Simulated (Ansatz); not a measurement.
**CH3FOSi: rigid torsion scan in Python**

Wanted for CH3FOSi: a rigid torsion scan.

All numbers are computed with Ansatz 0.2.0, driven from Python. Level of theory: PBE/cc-pVDZ.

## (1) The system

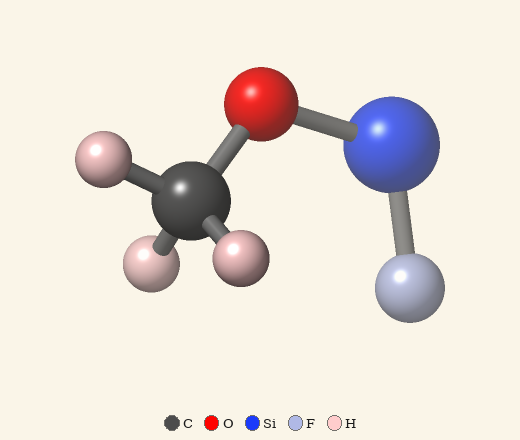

The starting structure, viewed from a chosen angle; carbon dark grey, oxygen red, silicon blue, fluorine light blue, hydrogen pink.

No structure file is read: the coordinates are typed or built in the script.

## (2) The script

torsion.py reads:

```python
"""Energy of CH3FOSi as one group turns about a bond."""

import ansatz as az
from ase import Atoms

BASIS_SET = "cc-pVDZ"
XC = "pbe"
FORCE_TOL = 0.02

atoms = Atoms(["C", "O", "Si", "F", "H", "H", "H"], positions=[
    [-0.3736, 0.1143, 0.6385],
    [0.9108, 0.4655, 0.2595],
    [1.4481, -0.0647, -1.2246],
    [0.372, -0.86, -1.9395],
    [-0.5728, -0.931, 0.678],
    [-0.6115, 0.6052, 1.614],
    [-1.1119, 0.6027, -0.0715],
])

# start the scan from a relaxed geometry
first = az.Crystal.molecule_from_ase(atoms).calculation()
first = first.basis(gaussian=BASIS_SET)
first = first.functional(XC)
first = first.relax(force_tolerance=FORCE_TOL, max_steps=80)
atoms.positions = first.run().report["positions_ang"]

start = atoms.get_dihedral(4, 0, 1, 2)
energies = {}
for turn in range(0, 360, 30):
    turned = atoms.copy()
    turned.set_dihedral(4, 0, 1, 2, start + turn, indices=[1, 2, 3])
    job = az.Crystal.molecule_from_ase(turned).calculation().basis(gaussian=BASIS_SET).functional(XC)
    energies[round((start + turn) % 360)] = job.run().report["free_energy_ev"]
floor = min(energies.values())
print("dihedral H4-C0-O1-Si2 (deg)   E - E(min) (kcal/mol)")
for angle, e in sorted(energies.items()):
    print(f"{angle:8d} {23.060548 * (e - floor):14.3f}  " + "#" * int(30 * (e - floor) / max(max(energies.values()) - floor, 1e-9)))
```

## (3) The calls as engine input

The package turns the script's settings into the engine's input (first run):

```yaml
crystal:
  periodic: [false, false, false]
  atoms:
    - { symbol: C, position_ang: [-0.3736, 0.1143, 0.6385] }
    - { symbol: O, position_ang: [0.9108, 0.4655, 0.2595] }
    - { symbol: Si, position_ang: [1.4481, -0.0647, -1.2246] }
    - { symbol: F, position_ang: [0.372, -0.86, -1.9395] }
    - { symbol: H, position_ang: [-0.5728, -0.931, 0.678] }
    - { symbol: H, position_ang: [-0.6115, 0.6052, 1.614] }
    - { symbol: H, position_ang: [-1.1119, 0.6027, -0.0715] }
basis:
  gaussian:
    orbitals: cc-pVDZ
hamiltonian:
  xc: pbe
relax:
  f_tol: 0.02
  max_steps: 80
```

## (4) Running it

On the command line:

```console
$ python torsion.py
```

Without the output at hand: what should come out? Wanted: range of energy; lowest point, turn.

As calculated:

```
              quantity     value
         runs compared        12
       range of energy  0.056 eV
lowest point, turn (°)         0
```

The lowest point lies at a turn of 0°, the highest 0.056 eV (5.4 kJ/mol) above it at 180°. The grid can miss the true lowest and highest points, and the rest of the molecule is held rigid. Run 0: After 19 moves the largest shift is 0.739 Å, of atom 4 (F). The scan is rigid and the energies are electronic, in a modest basis. With rigid groups the curve can differ much from the relaxed path, the start wasn't checked as a minimum of this torsion, and equivalent turns needn't return to the same energy.
